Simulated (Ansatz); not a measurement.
LiBiCl2 (space group P4/mmm, No. 123): coordinates from a relaxation with DFT PBE, scalar-relativistic, plane waves, PAW (Ansatz); the starting structure was generated, so it need not be a known form of this composition.

```cif
data_structure
_symmetry_space_group_name_H-M 'P4/mmm'
_symmetry_Int_Tables_number 123
_cell_length_a 5.2133
_cell_length_b 5.2133
_cell_length_c 3.6884
_cell_angle_alpha 90.000
_cell_angle_beta 90.000
_cell_angle_gamma 90.000
_cell_volume 100.25
loop_
_atom_site_label
_atom_site_type_symbol
_atom_site_symmetry_multiplicity
_atom_site_Wyckoff_symbol
_atom_site_fract_x
_atom_site_fract_y
_atom_site_fract_z
_atom_site_occupancy
Li1 Li 1 a 0.00000 0.00000 0.00000 1
Bi1 Bi 1 d 0.50000 0.50000 0.50000 1
Cl1 Cl 2 f 0.50000 0.00000 0.00000 1
```

Bonds are taken as Bi–Cl below 3.6 Å and Cl–Li below 2.9 Å. The graph is simplified in the usual way: terminal and isolated atoms are pruned, two-connected atoms become edges.

Derive the underlying net.

The result is a trinodal (4,6,8)-connected, three-periodic net: Li is a 4-connected node; Cl is a 6-connected node; Bi is an 8-connected node, in the ratio 1:2:1. It is a single net, without interpenetration.

| node | links | point symbol | coordination sequence |
| --- | --- | --- | --- |
| Li | 4 | 4^4.6^2 | 4 12 36 66 124 174 260 330 444 534 |
| Cl | 6 | 4^12.6^3 | 6 22 46 94 138 214 278 382 466 598 |
| Bi | 8 | 4^16.6^12 | 8 22 56 90 152 206 296 370 488 582 |

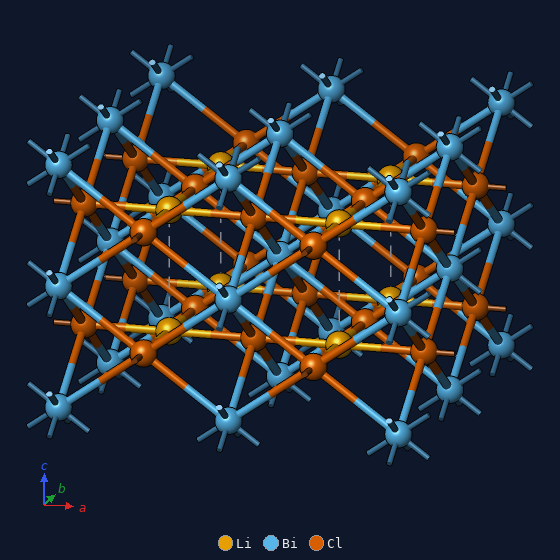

Nodes are coloured by topological kind. Edges to nodes outside the piece are drawn as stubs.
